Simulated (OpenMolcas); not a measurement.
## N2: excited-state calculation (part 2 of 2)

N2, SMILES N#N; FCI/STO-3G, RHF (OpenMolcas 26.06). The geometry comes from this level: PBE0-D4/def2-TZVP.

Geometry of the input (Å):
```
N  0.4655  -0.1503  0.2398
N  -0.4655  0.1503  -0.2398
```

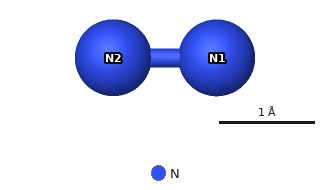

**Figure 1.** The structure (ball-and-stick view, seen on its broad side; atoms are numbered from 1 in the order of the input).

What the program printed, continued
```
++    Molecular charges:
      ------------------

      Mulliken charges per centre
      ---------------------------

                N1      N2
      Total    7.0000  7.0000

      N-E     -0.0000 -0.0000

      Total electronic charge=   14.000000

      Total            charge=   -0.000000
--

      Expectation values of various properties for root number:  1
      -----------------------------------------------------------

++    Molecular properties:
      ---------------------

      Charge (e):
                      =   -0.0000
      Dipole Moment (debye):
      Origin of the operator (angstrom)=    0.0000    0.0000    0.0000
                   X=  2.2948E-15               Y=  6.2749E-15               Z= -5.9203E-16           Total=  6.7075E-15
      Quadrupole Moment (debye*angstrom):
      Origin of the operator (angstrom)=    0.0000    0.0000    0.0000
                  XX= -1.1063E+01              XY=  6.1037E-01              XZ= -9.7384E-01              YY= -9.3695E+00
                  YZ=  3.1443E-01              ZZ= -9.6741E+00
      In traceless form (debye*angstrom)
                  XX= -1.5410E+00              XY=  9.1556E-01              XZ= -1.4608E+00              YY=  9.9896E-01
                  YZ=  4.7165E-01              ZZ=  5.4208E-01
--

      Von Neumann Entropy (Root   2) =  1.38096

      Mulliken population analysis for root number:  2
      -----------------------------------------------

++    Molecular charges:
      ------------------

      Mulliken charges per centre
      ---------------------------

                N1      N2
      Total    7.0000  7.0000

      N-E     -0.0000 -0.0000

      Total electronic charge=   14.000000

      Total            charge=   -0.000000
--

      Expectation values of various properties for root number:  2
      -----------------------------------------------------------

++    Molecular properties:
      ---------------------

      Charge (e):
                      =   -0.0000
      Dipole Moment (debye):
      Origin of the operator (angstrom)=    0.0000    0.0000    0.0000
                   X= -2.5995E-14               Y=  1.2744E-14               Z= -8.4031E-15           Total=  3.0146E-14
      Quadrupole Moment (debye*angstrom):
      Origin of the operator (angstrom)=    0.0000    0.0000    0.0000
                  XX= -9.6983E+00              XY=  1.4796E-01              XZ=  1.4076E-01              YY= -9.0874E+00
                  YZ=  8.0183E-02              ZZ= -9.8966E+00
      In traceless form (debye*angstrom)
                  XX= -2.0633E-01              XY=  2.2194E-01              XZ=  2.1115E-01              YY=  7.1005E-01
                  YZ=  1.2027E-01              ZZ= -5.0372E-01
--

      Von Neumann Entropy (Root   3) =  1.38096

      Mulliken population analysis for root number:  3
      -----------------------------------------------

++    Molecular charges:
      ------------------

      Mulliken charges per centre
      ---------------------------

                N1      N2
      Total    7.0000  7.0000

      N-E     -0.0000 -0.0000

      Total electronic charge=   14.000000

      Total            charge=   -0.000000
--

      Expectation values of various properties for root number:  3
      -----------------------------------------------------------

++    Molecular properties:
      ---------------------

      Charge (e):
                      =   -0.0000
      Dipole Moment (debye):
      Origin of the operator (angstrom)=    0.0000    0.0000    0.0000
                   X=  9.4226E-14               Y=  2.0285E-15               Z= -1.8528E-13           Total=  2.0787E-13
      Quadrupole Moment (debye*angstrom):
      Origin of the operator (angstrom)=    0.0000    0.0000    0.0000
                  XX= -9.5575E+00              XY= -6.8174E-02              XZ= -2.6806E-01              YY= -9.9471E+00
                  YZ= -3.9082E-02              ZZ= -9.1777E+00
      In traceless form (debye*angstrom)
                  XX=  4.8946E-03              XY= -1.0226E-01              XZ= -4.0209E-01              YY= -5.7947E-01
                  YZ= -5.8623E-02              ZZ=  5.7458E-01
--

      Von Neumann Entropy (Root   4) =  1.72515

      Mulliken population analysis for root number:  4
      -----------------------------------------------

++    Molecular charges:
      ------------------

      Mulliken charges per centre
      ---------------------------

                N1      N2
      Total    7.0000  7.0000

      N-E     -0.0000 -0.0000

      Total electronic charge=   14.000000

      Total            charge=   -0.000000
--

      Expectation values of various properties for root number:  4
      -----------------------------------------------------------

++    Molecular properties:
      ---------------------

      Charge (e):
                      =   -0.0000
      Dipole Moment (debye):
      Origin of the operator (angstrom)=    0.0000    0.0000    0.0000
                   X= -1.0609E-13               Y=  1.0917E-14               Z=  1.9887E-13           Total=  2.2566E-13
      Quadrupole Moment (debye*angstrom):
      Origin of the operator (angstrom)=    0.0000    0.0000    0.0000
                  XX= -1.1389E+01              XY=  7.7179E-01              XZ= -1.2314E+00              YY= -9.2478E+00
                  YZ=  3.9758E-01              ZZ= -9.6329E+00
      In traceless form (debye*angstrom)
                  XX= -1.9486E+00              XY=  1.1577E+00              XZ= -1.8471E+00              YY=  1.2631E+00
                  YZ=  5.9637E-01              ZZ=  6.8543E-01
--

      Average orbitals are written to the RASORB file
      Natural orbitals for root   1 are written to the RASORB.1 file
      Natural orbitals for root   2 are written to the RASORB.2 file
      Natural orbitals for root   3 are written to the RASORB.3 file
      Natural orbitals for root   4 are written to the RASORB.4 file
      Spin density orbitals for root   1 are written to the SPDORB.1 file
      Spin density orbitals for root   2 are written to the SPDORB.2 file
      Spin density orbitals for root   3 are written to the SPDORB.3 file
      Spin density orbitals for root   4 are written to the SPDORB.4 file

--- Stop Module: rasscf /rc=_RC_ALL_IS_WELL_ ---
           step3.RasOrb.4 step3.rasscf.h5 step3.SpdOrb.1 step3.SpdOrb.2 step3.SpdOrb.3 step3.SpdOrb.4 xmldump
--- Module rasscf spent 1 second ---

--- Start Module: rassi ---

                                               &RASSI

                       available to each process: 1.9 GB of memory, 1 thread

      ********************************************************************************
      *                             General data section                             *
      ********************************************************************************

   Specific data for JOBIPH file JOBIPH
   -------------------------------------

   Header from SEWARD:

   CASSCF title (first line only):
       (No title given)

  STATE IRREP:                1
  SPIN MULTIPLICITY:          1
  ACTIVE ELECTRONS:          10
  MAX RAS1 HOLES:             0
  MAX RAS3 ELECTRONS:         0
  NR OF CONFIG:            1176

   The following data are common to all the states:
   ------------------------------------------------
   (note: frozen counts as inactive, deleted as secondary)

      Nr of irreps: 1

                 Total     No./Irrep
      Irrep                  1
                             a

      INACTIVE       2       2
      ACTIVE         8       8
      SECONDARY      0       0
      BASIS         10      10

      RAS1           0       0
      RAS2           8       8
      RAS3           0       0

        MATRIX ELEMENTS WILL BE COMPUTED FOR THE FOLLOWING ONE-ELECTRON OPERATORS, UNLESS ZERO BY SYMMETRY.
   (Herm=Hermitian, Anti=Antihermitian, Sing=Singlet operator, Trip=Triplet operator)
     MLTPL  0   1 (HERMSING)     MLTPL  1   1 (HERMSING)     MLTPL  1   2 (HERMSING)
     MLTPL  1   3 (HERMSING)     MLTPL  2   1 (HERMSING)     MLTPL  2   2 (HERMSING)
     MLTPL  2   3 (HERMSING)     MLTPL  2   4 (HERMSING)     MLTPL  2   5 (HERMSING)
     MLTPL  2   6 (HERMSING)     VELOCITY   1 (ANTISING)     VELOCITY   2 (ANTISING)
     VELOCITY   3 (ANTISING)     ANGMOM     1 (ANTISING)     ANGMOM     2 (ANTISING)
     ANGMOM     3 (ANTISING)     MLTPV  2   1 (ANTISING)     MLTPV  2   2 (ANTISING)
     MLTPV  2   3 (ANTISING)     MLTPV  2   4 (ANTISING)     MLTPV  2   5 (ANTISING)
     MLTPV  2   6 (ANTISING)

       EIGENSTATES OF A SPIN-FREE HAMILTONIAN WILL BE COMPUTED BASED ON:

  A Hamiltonian matrix computed by RASSI.

  Nr of states:                    4

   State:        1   2   3   4
  JobIph:        1   1   1   1
 Root nr:        1   2   3   4

  HAMILTONIAN MATRIX FOR THE ORIGINAL STATES:

  Diagonal, with energies
   -107.64760348   -107.29478939   -107.29478939   -107.20768471

      OVERLAP MATRIX FOR THE ORIGINAL STATES:

  Diagonal, with elements
      1.00000000      1.00000000      1.00000000      1.00000000

::    RASSI State    1     Total energy:    -107.64760348018302
::    RASSI State    2     Total energy:    -107.29478938680785
::    RASSI State    3     Total energy:    -107.29478938680785
::    RASSI State    4     Total energy:    -107.20768471376050

      ****************************************************************************************************
      *                                         Spin-free section                                        *
      *                 Note: index according to input order, order according to energy.                 *
      ****************************************************************************************************

  SPIN-FREE ENERGIES:
  (Shifted by EMIN (a.u.) =       -107.6476034802)

 SF State       Relative EMIN(au)   Rel lowest level(eV)    D:o, cm**(-1)

     1             0.0000000000        0.0000000000              0.0000
     2             0.3528140934        9.6005605679          77433.7431
     3             0.3528140934        9.6005605679          77433.7431
     4             0.4399187664       11.9707994700          96551.0091

++ Dipole transition strengths (spin-free states):
   -----------------------------------------------
     for osc. strength at least  1.00000000E-05

      From   To        Osc. strength     Einstein coefficients Ax, Ay, Az (sec-1)    Total A (sec-1)
     -----------------------------------------------------------------------------------------------
         2    4       1.99463559E-03  2.88204065E+04  4.49229214E+05  8.19785049E+03  4.86247471E+05
         3    4       1.99463559E-03  1.02404721E+05  6.96234257E+00  3.83835788E+05  4.86247471E+05
     -----------------------------------------------------------------------------------------------
--

++ Velocity transition strengths (spin-free states):
   -------------------------------------------------
     for osc. strength at least  1.00000000E-05

      From   To        Osc. strength     Einstein coefficients Ax, Ay, Az (sec-1)    Total A (sec-1)
     -----------------------------------------------------------------------------------------------
         2    4       1.78114476E-02  2.57352682E+05  4.01147077E+06  7.32084608E+04  4.34203192E+06
         3    4       1.78114476E-02  9.14445069E+05  6.23077201E+01  3.42752454E+06  4.34203192E+06
     -----------------------------------------------------------------------------------------------
--

++ Length and velocity gauge comparison (spin-free states):
   --------------------------------------------------------

 --------------------------------------------------
 A comparison between the dipole oscillator strengths in
 length and velocity gauge will be performed

     All dipole oscillator differences above the tolerance of   1.00000000E-01  will be printed

 Due to basis set deficiency these oscillator may be problematic

 The tolerance is defined as ABS(1-O_l/O_v)
 O_l : dipole oscillator strength in length gauge
 O_p : dipole oscillator strength in velocity gauge
 --------------------------------------------------

  Problematic transitions have been found

      From   To       Difference (%) Osc. st. (len.) Osc. st. (vel.)
     ---------------------------------------------------------------
         2    4            88.801384  1.99463559E-03  1.78114476E-02
         3    4            88.801384  1.99463559E-03  1.78114476E-02
     ---------------------------------------------------------------

 Number of problematic transitions =                     2

--

 Electric-dipole - electric-octupole not included
 Electric-dipole - magnetic-quadrupole not included

      ****************************************************************************************************
      *                                    Special properties section                                    *
      ****************************************************************************************************

--- Stop Module: rassi /rc=_RC_ALL_IS_WELL_ ---

.##################.
.# Happy landing! #.
.##################.

    Timing: Wall=2.68 User=1.94 System=0.39
```
